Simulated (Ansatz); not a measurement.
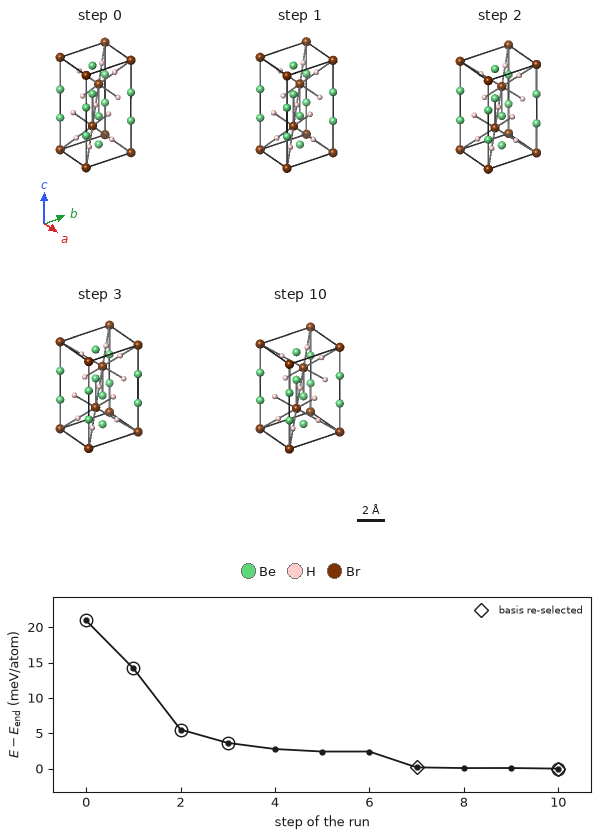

Frames of a relaxation of a crystal of Be2H3Br (a generated structure, set up in R-3m), marked on the history of the run. A ball-and-stick model of the conventional cell (3 times the calculation's cell), seen slightly off an axis. Lengths and directions refer to the drawn axes.

Method: Ansatz 0.2.0, DFT PBE, scalar-relativistic, plane waves, PAW.

The input:
```yaml
crystal:
  lattice:
    - [2.7266276841, 1.5742192274, 2.4374054586]
    - [-2.7266276841, 1.5742192274, 2.4374054586]
    - [0.0, -3.1484384547, 2.4374054586]
  atoms:
    - { symbol: Be, position: [0.3477532748, 0.3477532748, 0.3477532748] }
    - { symbol: Be, position: [0.6522467252, 0.6522467252, 0.6522467252] }
    - { symbol: H, position: [0.5, 0.0, 0.0] }
    - { symbol: H, position: [0.0, 0.5, 0.0] }
    - { symbol: H, position: [0.0, 0.0, 0.5] }
    - { symbol: Br, position: [0.0, 0.0, 0.0] }
basis:
  ecutwfc: 420
kpoints:
  mp_grid: { grid: [12, 12, 12] }
hamiltonian:
  xc: pbe
scf:
  occupations: { method: gaussian, width: 0.1 }
output:
  forces: true
  stress: true
  eigenvalues: true
  write_density: true
  write_potential: true
  elf: true
  volumetric_format: npy
relax:
  adjacent_minimum: "off"
  f_tol: 0.01
  max_steps: 80
  cell: { stress_tol: 0.05 }
```

Launched with:
```bash
ansatz run input.yaml --threads 1 --pin off --max-ram 2048MiB --backend cpu --events-out ev --progress --plain --runs-dir out
```

Question: Describe the path.

Answer: Over 8 accepted moves (10 points after the start) the energy falls by 20.9 meV per atom. Largest force component: 0.18 eV/Å at the start, 0.001 eV/Å at the end. The pressure goes from 1.94 to 0.01 GPa. At 2 points the geometry stayed and the basis and grid were re-selected for the new cell (energy shift of 2.2 meV per atom at most each time). The largest moves relative to the cell, 0.072 Å, are those of Be1 and Be2. Be2 goes along +c. H and Br stay in place. The drawn cell changes as follows: a = b 5.453 → 6.135 Å (+12.5 %), c 7.312 → 6.704 Å (−8.3 %); the volume changes by +16.0 %. Near-neighbour distances that change, for instance: Be1–Br6 2.543 → 2.260 Å, H3–Br6 1.991 → 2.094 Å. The space group stays R-3m (No. 166). Cost: 110 s on 1 thread of Arm Neoverse V2 (shared host), peak memory 0.49 GiB. From step 0 to 1: Be atoms move most (0.02 Å), volume +6.2 %, energy −6.8 meV per atom. From step 1 to 2: Be atoms move most (0.07 Å), volume +5.1 %, energy −8.7 meV per atom. From step 2 to 3: volume +2.0 %, energy −1.9 meV per atom. From step 3 to 10: Be atoms move most (0.02 Å), volume +2.0 %, energy −3.6 meV per atom.
